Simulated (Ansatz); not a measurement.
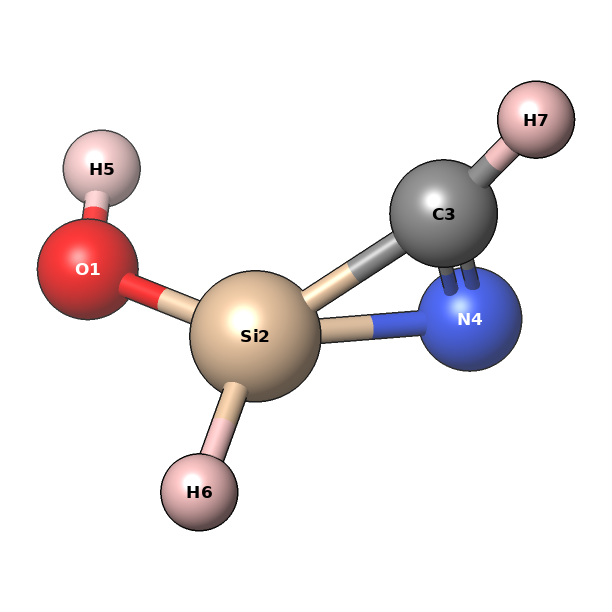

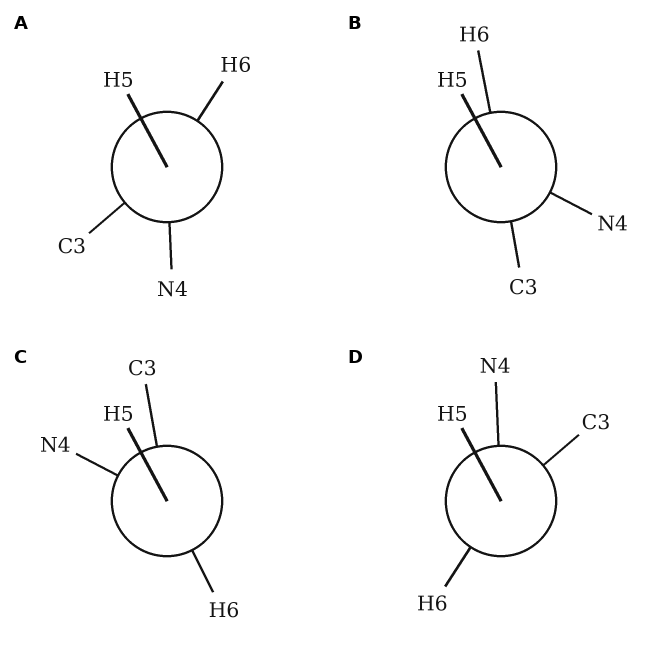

Distant atoms are faded towards the background colour. Bonds that would overlap in a projection are set slightly apart. Computed geometry: PBE0-D4/def2-TZVP optimisation.

Question: Which Newman projection shows the view along O1–Si2, with O1 in front?

Answer: C. The torsion angle H5–O1–Si2–N4 is −34°, synclinal (gauche).
